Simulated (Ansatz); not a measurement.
Input file:

```
crystal:
  periodic: [false, false, false]
  atoms:
    - { symbol: B, position_ang: [-0.027077, -0.229566, -0.145836] }
    - { symbol: Cl, position_ang: [-0.030132, -0.936716, 1.563884] }
    - { symbol: "N", position_ang: [1.232682, -0.048061, -0.74136] }
    - { symbol: H, position_ang: [2.090054, -0.158056, -0.218221] }
    - { symbol: H, position_ang: [1.355182, 0.394712, -1.643284] }
    - { symbol: "N", position_ang: [-1.275489, -0.119111, -0.781485] }
    - { symbol: H, position_ang: [-2.141529, -0.235073, -0.274204] }
    - { symbol: H, position_ang: [-1.387525, 0.314727, -1.689275] }
    - { symbol: F, position_ang: [-0.118293, 2.101244, 0.849509] }
    - { symbol: H, position_ang: [-0.057872, 1.6238, 1.640971] }
basis:
  gaussian: { orbitals: def2-SVP }
hamiltonian:
  xc: b3lyp
  dispersion: d4
relax:
  f_tol: 0.03
  max_steps: 50
output:
  orbitals: {}
```

Command:

```sh
ansatz run input.yaml --threads 2 --pin off --max-ram 3072MiB --backend cpu --events-out ev --progress --plain --runs-dir out
```

The fields are those of the run's last geometry, not of the input's.

Method: RKS B3LYP-D4/def2-SVP in Ansatz 0.2.0.

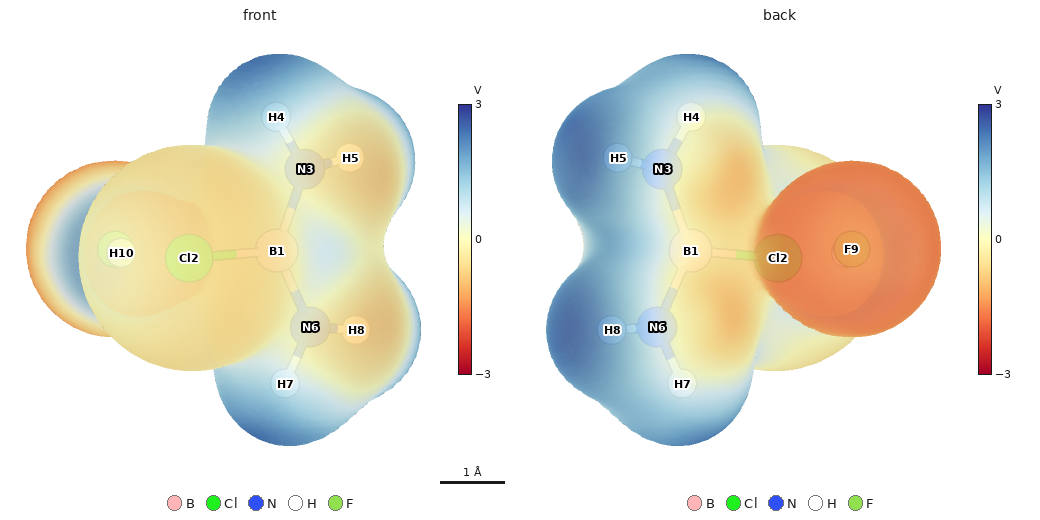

BClH4N2···HF. The electrostatic potential painted on the density surface at 0.004 e/bohr³, seen from the front and from behind; red is negative and blue positive.

Describe the electrostatic potential map.

Answer. The most negative region (about −1.7 V, or −39 kcal/mol for a unit charge) lies over F9, the most positive (about +2.5 V, or +58 kcal/mol for a unit charge) over H5 and H8.
